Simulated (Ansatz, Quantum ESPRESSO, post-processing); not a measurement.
# 1T-NbSTe, 1 layer: response to a perpendicular field, part 5 of 6

How does 1T-NbSTe, 1 layer respond to a gate-like field without added charge?

Quantum ESPRESSO 7.5; plane-wave DFT, PBE, GBRV ultrasoft pseudopotentials; geometry and cross-check by Ansatz 0.2.0 with PAW datasets.

So far. Step 12 (Electrostatic potential): The slope in the vacuum is -0.200 eV/Å for an applied -0.20 V/Å, as it should be. Step 13 (Band structure: field -0.2 V/Å): Upper empty bands that drop with the field can be states of the vacuum, held by the sawtooth; they depend on the cell's width.

## 14. Valence density

plot_num = 0 writes the valence density.

f0.rho.in

```
&inputpp
  prefix = 'f0'
  outdir = './out'
  filplot = 'f0.rho.dat'
  plot_num = 0
/
```

Run with:

```
$ OMP_NUM_THREADS=1 mpirun -n 4 pp.x -in f0.rho.in > f0.rho.out
```

Numbers of over 12 decimals in the logs are rounded to 6 here.

The log of the run:

```text
[banner, memory and clock lines left out]
Program POST-PROC v.7.5 starts

          URL

     ./out/f0.save/

     IMPORTANT: XC functional enforced from input :
     Exchange-correlation= PBE
                           (   1   4   3   4   0   0   0)
     Any further DFT definition will be discarded
     Please, verify this is what you really want

     negative rho (up, down):  2.729E-03 0.000E+00

     Adding external electric field

     Computed dipole along edir(3) :
        Dipole               -0.0992 Ry au,         -0.2523 Debye
        Dipole field         -0.0008 Ry au,

        Potential amp.        0.0619 Ry
        Total length         36.7797 bohr

     Calling punch_plot, plot_num =   0
     Writing data to file  f0.rho.dat
     Message from routine chdens:
     namelist plot not found or invalid, exiting
```

Wall time 1.1 s (4 MPI ranks of Arm Neoverse V1, shared host); peak memory 0.11 GiB.

Numbers from this step:

```
electrons by integration : 25.00 e
```

Mean over planes. Valence density, planar mean against z:

| z (Å) | valence density, planar mean (e/Å³) |
| --- | --- |
| 4 | 1.2e-5 |
| 6 | 0.00295 |
| 8 | 0.237 |
| 10 | 0.733 |
| 12 | 0.356 |
| 14 | 0.00220 |
| 16 | 1.1e-6 |

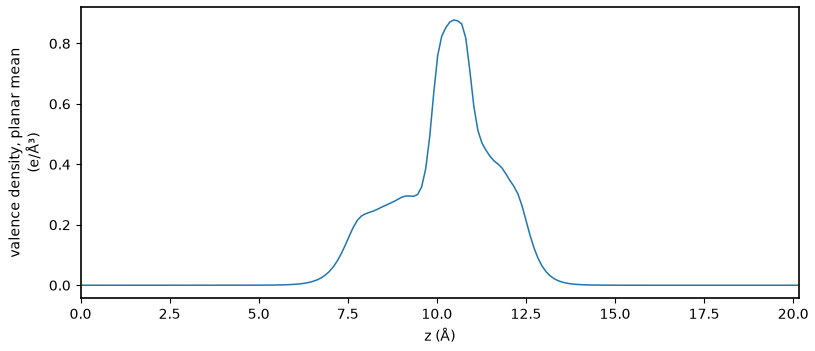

Valence density, planar mean against z.

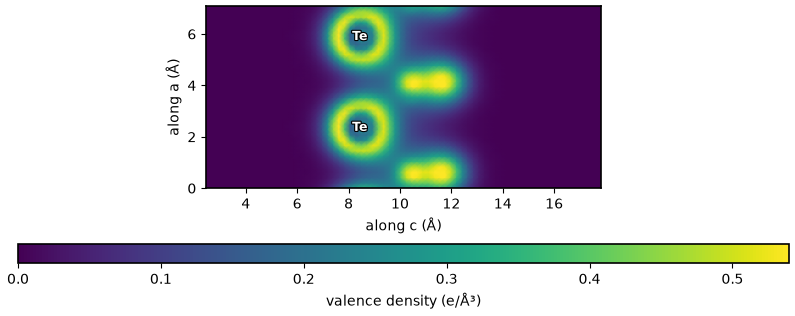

Valence density in the ca plane at fractional y = 0.333, with atoms of Te within 0.2 Å of it. It is the smooth field of the valence electrons, not physical close to the nuclei. The far vacuum is left out of the map.

The density integrates to 25.000 electrons, as the 25 of the input ask.

## 15. Valence density

f2.rho.in

```
&inputpp
  prefix = 'f2'
  outdir = './out'
  filplot = 'f2.rho.dat'
  plot_num = 0
/
```

Run with:

```
$ OMP_NUM_THREADS=1 mpirun -n 4 pp.x -in f2.rho.in > f2.rho.out
```

Run time: 1.1 s. Hardware: 4 MPI ranks; peak memory 0.11 GiB; 4.2 s of CPU time.

## 16. Charge moved by a field of 0.2 V/Å

Read from the output:

* largest charge moved across a plane: 0.001146 e/Å²
* dipole step: -1.132 eV

Planar mean against z:

| z (Å) | planar mean (e/Å³) |
| --- | --- |
| 2 | 5.8e-8 |
| 4 | 3.8e-6 |
| 6 | 1.8e-4 |
| 8 | 1.5e-4 |
| 10 | -1.6e-4 |
| 12 | -2.0e-4 |
| 14 | -1.1e-4 |
| 16 | -1.0e-6 |
| 18 | -9.0e-9 |

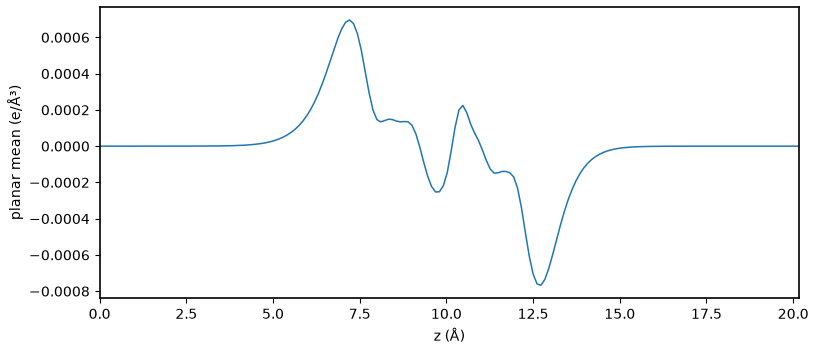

Planar mean against z.

Running integral, electrons below z against z:

| z (Å) | running integral, electrons below z (e/Å²) |
| --- | --- |
| 2 | 3.4e-8 |
| 3 | 2.7e-7 |
| 4 | 2.1e-6 |
| 5 | 1.6e-5 |
| 6 | 1.1e-4 |
| 7 | 5.3e-4 |
| 8 | 0.00100 |
| 9 | 0.00114 |
| 10 | 1.0e-3 |
| 11 | 0.00109 |
| 12 | 9.6e-4 |
| 13 | 3.4e-4 |
| 14 | 4.4e-5 |
| 15 | 4.1e-6 |
| 16 | 3.6e-7 |
| 17 | 3.3e-8 |

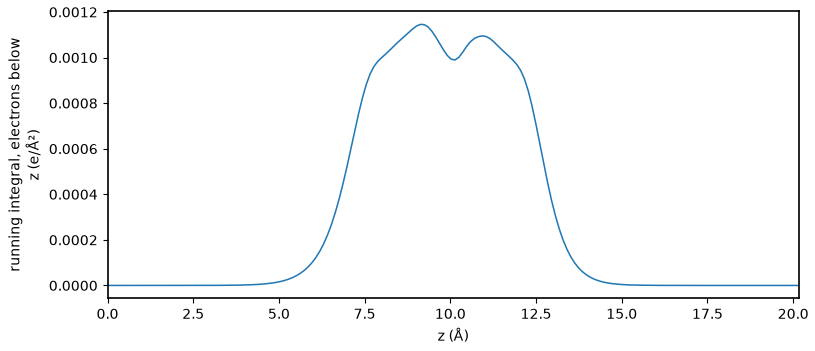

Running integral, electrons below z against z.

## 17. Polarisability from the dipole between 0 and 0.1 V/A

This step gave:

- change of slope in the vacuum: 0.10000 eV/Å
- polarisability a cell: 4.872 Å³
- sheet polarisability 4πα/A: 5.655 Å

Table of change of the potential energy, second field less first by z:

| z (Å) | change of the potential energy, second field less first (eV) |
| --- | --- |
| 0 | -0.343 |
| 2 | -0.508 |
| 4 | -0.308 |
| 6 | -0.113 |
| 8 | -0.00681 |
| 10 | -0.00251 |
| 12 | 0.00932 |
| 14 | 0.129 |
| 16 | 0.327 |
| 18 | 0.527 |
| 20 | 0.124 |

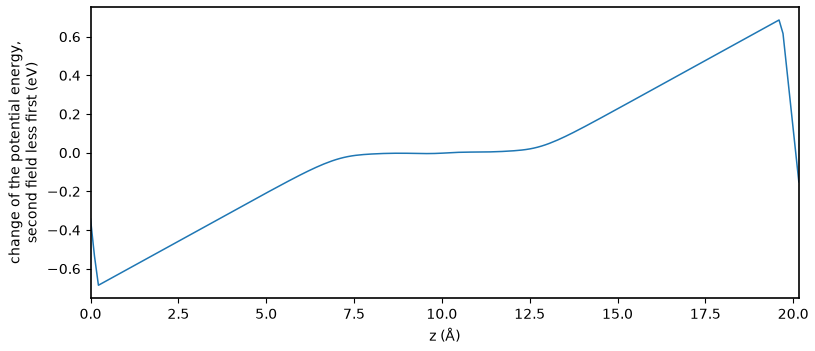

Change of the potential energy, second field less first, plotted against z.

## 18. Dipole against field

Dipole along the normal, dipole moment against applied field:

| applied field (V/Å) | dipole along the normal, dipole moment (e·Å) |
| --- | --- |
| -0.200 | -0.120 |
| 0.000 | -0.0525 |
| 0.100 | -0.0187 |
| 0.200 | 0.0152 |

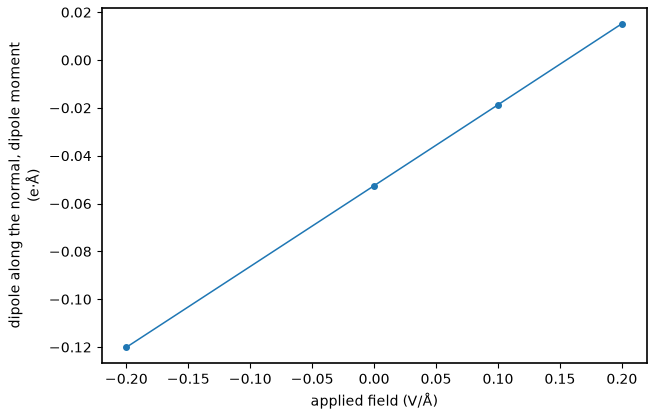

Dipole along the normal, dipole moment against applied field.

## 19. Cross-check with Ansatz: field 0.1 V/Å

As a check, the same structure is run in Ansatz.

Level of this step: plane-wave DFT, PBE, Ansatz PAW (Ansatz 0.2.0).

input.yaml

```yaml
crystal:
  lattice:
    - [3.5356197689, 0.0, 0.0]
    - [-1.7678098845, 3.061936538, 0.0]
    - [0.0, 0.0, 20.2739510831]
  atoms:
    - { symbol: Te, position: [0.6666666667, 0.3333333333, 0.4170572403] }
    - { symbol: Nb, position: [0.0, 0.0, 0.513661973] }
    - { symbol: S, position: [0.3333333333, 0.6666666667, 0.5827590171] }
kpoints:
  mp_grid: { grid: [12, 12, 1] }
hamiltonian:
  xc: pbe
scf:
  occupations: { method: fermi_dirac, width: 0.054 }
  convergence: { dr2_threshold: 1.0e-09 }
efield:
  axis: 3
  dipole_correction: true
  ramp_position: 0.97
  ramp_width: 0.04
  amplitude: 0.1
output:
  write_potential: true
  write_density: true
  volumetric_format: npy
```

Run with:

```
$ ansatz run input.yaml --threads 4 --pin off --max-ram 8192MiB --backend cpu --events-out ev --progress --plain --runs-dir out
```

The log of the run:

```text
[...]
Crystal: 3 atoms, lattice volume = 219.483 Å³
Basis set: ecut = 420 eV, 4261 PW (Γ)
Bands: 22, of which v1, the nominal top of the filled ones, is band 18 counted from 1 (17 counted from 0)
Symmetry: 6 space group operations
[...]
k-points: 19 of 144 (time reversal used)
[...]
SCF iter   1: F=—  HF=-12437.751347 eV  |F-HF|=—  |Δ(HF+E_count)|=         —  Δρ=3.65e-2  dr2=5.37e0  ethr=3.10e-3  p=0.035 e·Å  D=2.85e-2 V/Å  ΔV_dip=-0.58 eV  dr2_dipole=8.68e-2  V_vac-E_F(+/−)=5.73/4.43 eV  ⟨swp⟩=9.5  Hψ=2411  notcnv=0
[...]
SCF iter  10: F=-12436.409815 eV  HF=-12436.409815 eV  |F-HF|=3.41e-9  |Δ(HF+E_count)|=   7.10e-8  Δρ=7.50e-7  dr2=9.87e-10  ethr=2.86e-12  p=-0.018 e·Å  D=-1.49e-2 V/Å  ΔV_dip=0.30 eV  dr2_dipole=4.09e-14  V_vac-E_F(+/−)=5.82/3.64 eV  ⟨swp⟩=3.2  Hψ=1709  notcnv=0
SCF 1 converged in 10 iterations: F = -12436.409815 eV  dr2 = 9.87e-10
[...]
WARN: The output density's exchange-correlation potential varies sharply where the density is thin. Do not read a vacuum level from v_tot or v_xc, or from such a field of the output density. On a cell that repeats whose density bears no net charge and no dipole along the vacuum's axis use v_es (v_loc + v_h of the components); under efield.dipole_correction with no amplitude use v_es + v_field, which holds any externa [...]
SCF converged after 10 iterations
Free energy (F): -12436.409815 eV
[...]
Internal energy: -12436.382845 eV  (E = F + TS)
E sigma→0 (E₀):  -12436.396330 eV
Entropy (-TS):   -0.026970 eV (-8.990 meV/atom)
Fermi energy:    0.230899 eV
Dipole field:    D = -0.014874 V/Å  (p = -0.018041 e·Å, saw-weighted, corrected)
Work function:   not extracted (applied field tilts the vacuum); planar V_es + V_field profile in the machine report
[...]
--- Band table (eV; the first three rows and the last of 19) ---
  k-point 0: bands = [... 14 lower, -2.4164, 0.1782, 0.1782, 0.6687, 0.9217, 0.9217, 3.6731, 3.9936]
  k-point 1: bands = [... 14 lower, -2.1690, -0.3676, -0.1029, 0.4332, 1.1968, 1.2306, 3.5135, 3.8229]
  k-point 2: bands = [... 14 lower, -1.9725, -1.4565, -0.4798, 0.2341, 1.3438, 1.5320, 3.0345, 3.7408]
  k-point 18: bands = [... 14 lower, -2.9840, -2.9020, -2.6397, 1.1071, 1.2612, 1.2930, 3.4122, 4.0787]
```

Wall time 3.5 s (4 threads); peak memory 0.5 GiB.

Numbers from this step:

- free energy: -12436.4098 eV
- energy at zero smearing: -12436.3963 eV
- smearing term TS: 0.02697 eV
- Fermi energy: 0.2309 eV
- dipole along the normal: -0.01804 e·Å

At 0.1 V/Å Ansatz's dipole is -0.0180 e Å against -0.0187 from pw.x.

## 20. The same in Ansatz: field -0.1 V/Å

input.yaml, as its differences from the input of step 19:

```diff
@@ -21,3 +21,3 @@
   ramp_width: 0.04
-  amplitude: 0.1
+  amplitude: -0.1
 output:
```

The log of the run:

```text
[...]
Crystal: 3 atoms, lattice volume = 219.483 Å³
Basis set: ecut = 420 eV, 4261 PW (Γ)
Bands: 22, of which v1, the nominal top of the filled ones, is band 18 counted from 1 (17 counted from 0)
Symmetry: 6 space group operations
[...]
k-points: 19 of 144 (time reversal used)
[...]
--- Band table (eV; the first three rows and the last of 19) ---
  k-point 0: bands = [... 14 lower, -2.3988, 0.1782, 0.1782, 0.6519, 0.9249, 0.9249, 3.9960, 3.9960]
  k-point 1: bands = [... 14 lower, -2.1532, -0.3657, -0.1014, 0.4257, 1.1993, 1.2247, 3.5211, 3.8944]
  k-point 2: bands = [... 14 lower, -1.9632, -1.4454, -0.4763, 0.2274, 1.3440, 1.5344, 3.0270, 3.7420]
  k-point 18: bands = [... 14 lower, -2.9883, -2.9229, -2.6191, 1.1149, 1.2662, 1.2937, 3.4132, 4.0747]
[key lines of the parts left out:]
SCF converged after 10 iterations
Free energy (F): -12436.420178 eV
Fermi energy:    0.230474 eV
Dipole field:    D = -0.070549 V/Å  (p = -0.085572 e·Å, saw-weighted, corrected)
```

It took 3.5 s on 4 threads; peak memory 0.5 GiB.

Read from the output:

* free energy: -12436.4202 eV
* energy at zero smearing: -12436.4067 eV
* smearing term TS: 0.02704 eV
* Fermi energy: 0.2305 eV
* dipole along the normal: -0.08557 e·Å

## 21. Dipole against field, Ansatz

Dipole along the normal, dipole moment against applied field:

| applied field (V/Å) | dipole along the normal, dipole moment (e·Å) |
| --- | --- |
| -0.1000 | -0.0856 |
| 0.0000 | -0.0518 |
| 0.1000 | -0.0180 |

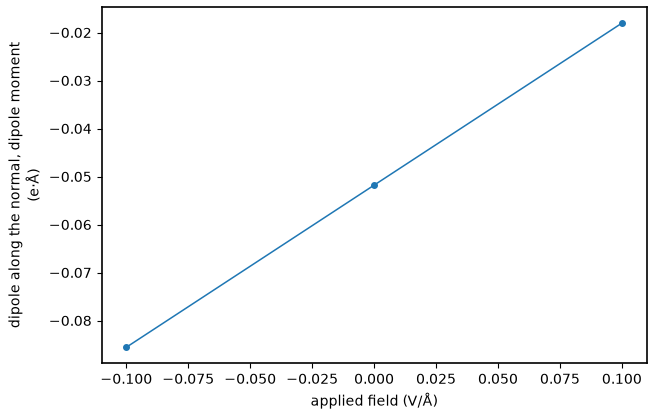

Dipole along the normal, dipole moment, plotted against applied field.

[end of part 5 of 6]

[Logs are printed without paths, hosts, clocks, repeated set-up lines and the standing remarks that a program may print on its own settings, such as how far it seeks lower states.]

[Hosts, paths, dates, database ids (printed as entryN), source tags and the programs' standing remarks are cut or masked in the printed files.]

[Maps of the electrostatic potential energy from Ansatz leave out the sawtooth potential of an applied field or a dipole correction, so their vacuum need not be flat; planar profiles and work functions include it.]
